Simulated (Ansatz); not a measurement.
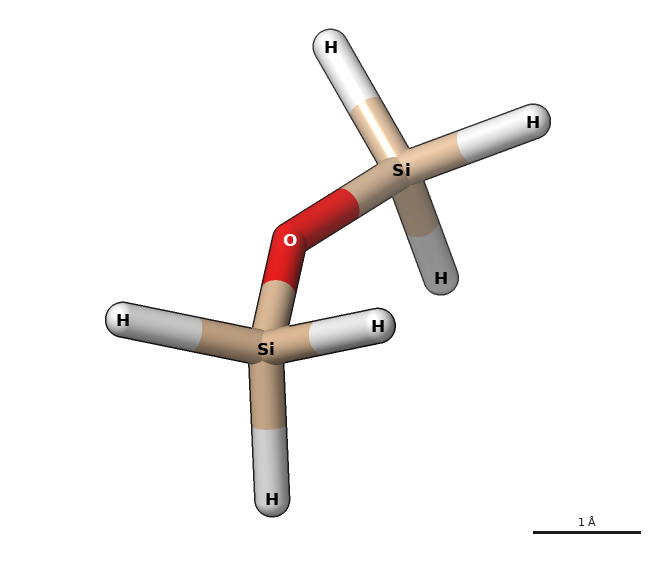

A stick model of a molecule. Every bond is drawn as one stick, whatever its order.

The computed structure is the end point of a PBE0-D4/def2-TZVP optimisation.

> What is the molecular formula?

H6OSi2, 9 atoms: 6 hydrogen, 1 oxygen and 2 silicon.

> Count the bonded pairs by element.

6 Si–H, 2 O–Si. Sticks follow a distance rule.

The parts below concern this one geometry. Atoms keep their numbers from picture to picture.

### Dipole moment

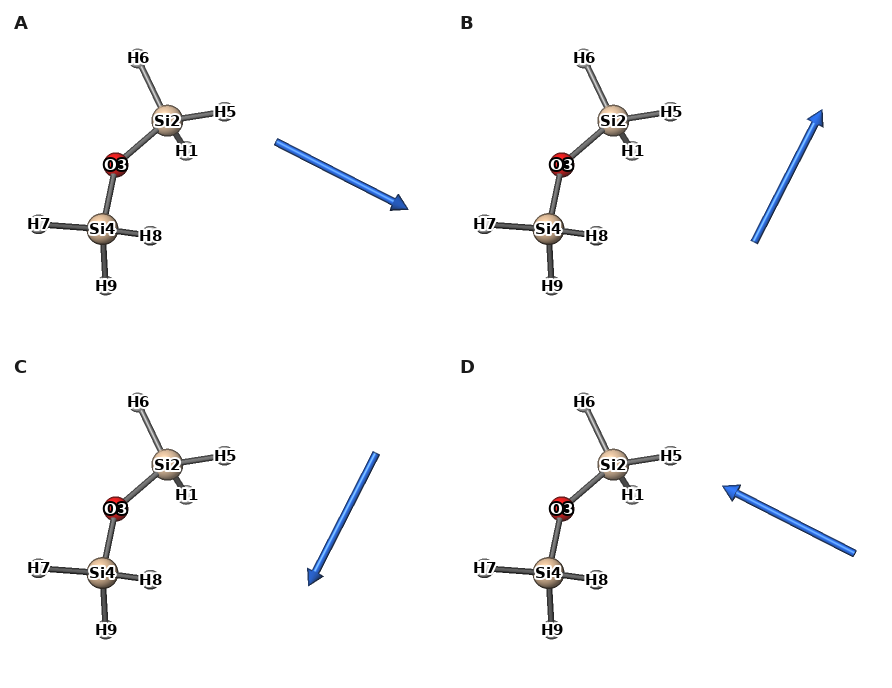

The same molecule four times, each with an arrow. Method: RKS PBE0-D4/def2-TZVP (Ansatz 0.2.0).

> Which arrow points along the dipole moment, from the negative to the positive end?

A. The dipole moment is 0.28 D; it points from the side of H6, H7 to the side of H5, H8 (the outermost atoms at the two ends).

### Electronic properties

Method: RKS PBE0-D4/def2-TZVPP (Ansatz 0.2.0).

What does the calculation give?

- HOMO energy (Kohn–Sham orbital): −8.73 eV
- LUMO energy (Kohn–Sham orbital): −0.22 eV
- HOMO–LUMO gap: 8.51 eV
- dispersion correction: −13.0 kJ/mol

### Charges

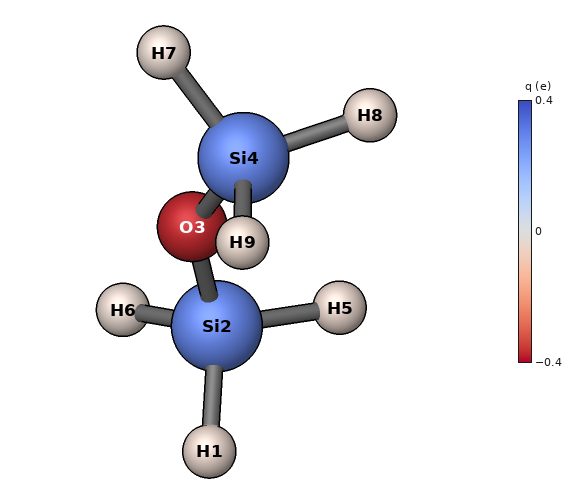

Atoms are coloured by their Mulliken charges. Method: RKS PBE0-D4/def2-TZVP (Ansatz 0.2.0).

List the Mulliken charges.

```tsv
atom	value (e)
H1	−0.03
Si2	0.28
O3	−0.37
Si4	0.28
H5	−0.03
H6	−0.03
H7	−0.03
H8	−0.03
H9	−0.03
```

Mulliken values depend strongly on the basis set and can even reverse the polarity of a bond.
